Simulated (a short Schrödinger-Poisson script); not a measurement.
System: gated Al0.33Ga0.67N/GaN polarisation-induced gas, at 20 K.

```tsv
layer	material	thickness (nm)	Na (cm⁻³)
1	Al0.33Ga0.67N	10	-
2	GaN	6000	9e15
```

Constants are typed, rounded textbook-type inputs, not results; the design itself was drawn at random and stands for no fabricated device. Al0.33Ga0.67N: permittivity 9.3, conduction-band edge (eV) 0.462, gap (eV) 4.09, electron mass (mₑ) 0.24, Nv at 300 K (cm⁻³) 4.6e19. GaN: permittivity 9.5, conduction-band edge (eV) 0, gap (eV) 3.43, Nv at 300 K (cm⁻³) 4.6e19.

Channel valleys (confinement mass, in-plane density-of-states mass, number): Γ 0.2, 0.2, 1. At the gate the conduction-band edge of layer 1 lies 1.27 eV − eVg above the Fermi level of the channel; the field vanishes at the back. Sheet of polarisation charge: +1.6e13 e/cm² at 10 nm from the gate. The barrier under the gate holds no holes. Gaps are held at their typed values at every temperature. Mesh 0.08 nm at interfaces.

Solved with a short Schrödinger-Poisson script written for these runs: 1D Poisson equation in equilibrium, electrons quantum, Hartree plus LDA exchange-correlation (BenDaniel-Duke, 40 states a valley, the channel's in-plane mass for all, wave functions free to enter the barrier), parabolic valleys, classical holes, full ionisation, no traps, pinning or gate leakage.

Only gate voltages with over 1e8 electrons/cm² are shown.

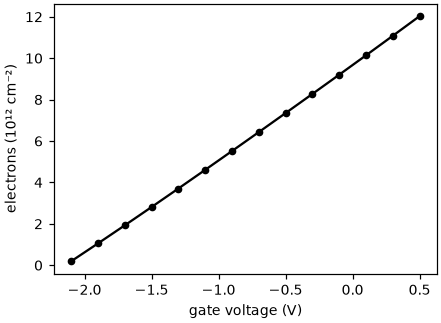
Figure. Sheet density against gate voltage

| Vg (V) | electrons (cm⁻²) | in the channel layer | C (μF/cm²) | Γ E0 (meV) | Γ E1 (meV) |
|---|---|---|---|---|---|
| 0.5 | 1.20e13 | 1.11e13 | 0.763 | -139.6 | -4.2 |
| 0.3 | 1.11e13 | 1.03e13 | 0.758 | -130.3 | -1.8 |
| 0.1 | 1.01e13 | 9.47e12 | 0.753 | -120.7 | 1.4 |
| -0.1 | 9.20e12 | 8.66e12 | 0.747 | -110.1 | 7.3 |
| -0.3 | 8.27e12 | 7.84e12 | 0.743 | -99.0 | 14.0 |
| -0.5 | 7.35e12 | 7.01e12 | 0.739 | -88.0 | 20.5 |
| -0.7 | 6.43e12 | 6.17e12 | 0.735 | -77.0 | 26.7 |
| -0.9 | 5.52e12 | 5.32e12 | 0.730 | -66.0 | 32.6 |
| -1.1 | 4.61e12 | 4.47e12 | 0.725 | -55.1 | 38.0 |
| -1.3 | 3.71e12 | 3.61e12 | 0.720 | -44.4 | 43.0 |
| -1.5 | 2.81e12 | 2.76e12 | 0.713 | -33.7 | 47.4 |
| -1.7 | 1.93e12 | 1.90e12 | 0.704 | -23.1 | 51.0 |
| -1.9 | 1.05e12 | 1.04e12 | 0.694 | -12.6 | 53.4 |
| -2.1 | 1.92e11 | 1.91e11 | 0.691 | -1.8 | 53.7 |

Subbands count from the Fermi level.
